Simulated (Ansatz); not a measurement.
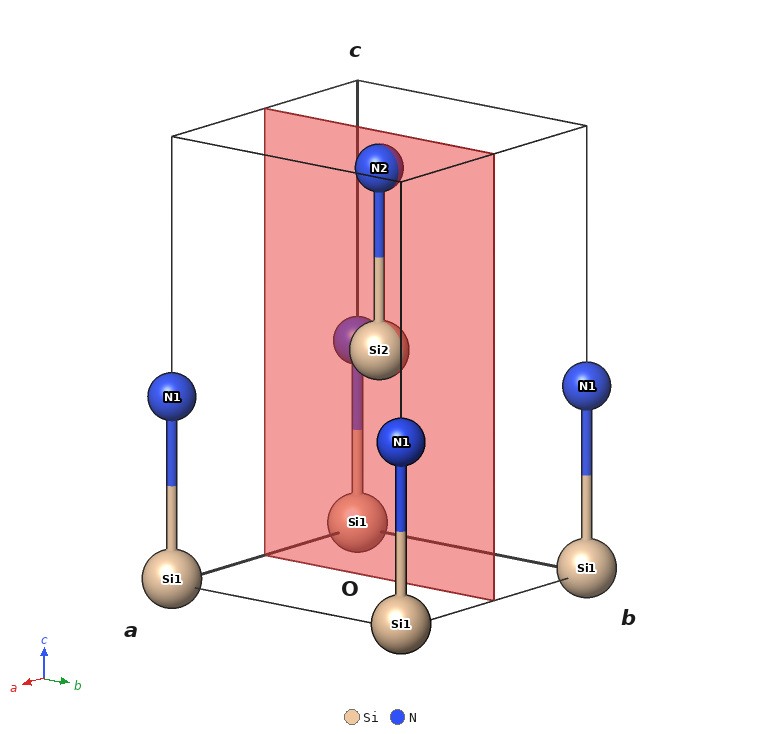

Crystal: SiN, the geometry relaxed with DFT PBE, scalar-relativistic, plane waves, PAW (Ansatz); the starting structure was generated, so it need not be a known form of this composition. The shaded plane is a symmetry element of the crystal. Symmetry computed with spglib at a tolerance of 0.002 Å; standard conventional cell.

a = 2.946 Å, b = 2.946 Å, c = 4.604 Å, α = 90.00°, β = 90.00°, γ = 90.00°.

| atom | x | y | z |
| --- | --- | --- | --- |
| Si1 | 0.0000 | 0.0000 | 0.0103 |
| N1 | 0.0000 | 0.0000 | 0.4177 |
| Si2 | 0.5000 | 0.5000 | 0.5103 |
| N2 | 0.5000 | 0.5000 | 0.9177 |

Is it a mirror or a glide plane, and what is the operation?

It is a mirror plane, parallel to (1 0 0), through (1/2, 1/2, 1/2): x, y, z → −x+1, y, z.

Onto which atom does it carry each atom (up to whole multiples of a, b and c)?

Si1 → Si1, N1 → N1, Si2 → Si2, N2 → N2.
